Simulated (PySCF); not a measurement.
```tsv
atom	x (Å)	y (Å)	z (Å)
Si	1.0489	-0.0658	-0.9291
N	-0.2977	-0.9864	-1.5402
Si	-1.4653	-1.7795	-0.5061
N	0.9841	-0.2072	0.8088
Si	0.5514	1.1213	1.8659
N	0.7706	1.6273	-1.2286
H	-0.3162	-1.2411	-2.5229
H	-0.8655	-2.8190	0.3887
H	-2.2071	-0.8076	0.3505
H	-2.4378	-2.4664	-1.4127
H	1.3654	-1.0370	1.2539
H	1.5065	2.2718	1.8057
H	0.5949	0.5749	3.2590
H	-0.8223	1.6348	1.5927
H	0.0403	1.8863	-1.8848
H	1.5461	2.2801	-1.2705
```

Geometry: PBE0-D3(BJ)/def2-SVP.

These are results of UKS B3LYP, IGLO-III on N Si, pcH-1 on H, non-relativistic, mean-field spin-orbit, GIAO in PySCF 2.14.0, density-fitted response routines, not measurements.

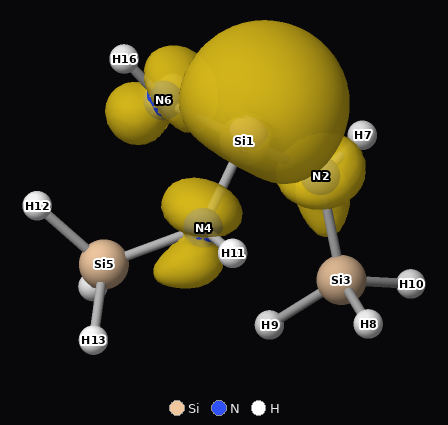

H₁₀N₃Si₃ (SMILES N[Si](N[SiH3])N[SiH3]) (doublet). Isosurface of the spin density at +0.015 e/Å³ (yellow), seen at a tilt.

**Which atoms carry the spin?**

The unpaired spin (1 electron) lies mostly on Si1 (about 0.7), N6 (about 0.1), N4 (about 0.1) and N2 (about 0.1), in electrons by Hirshfeld's partition.
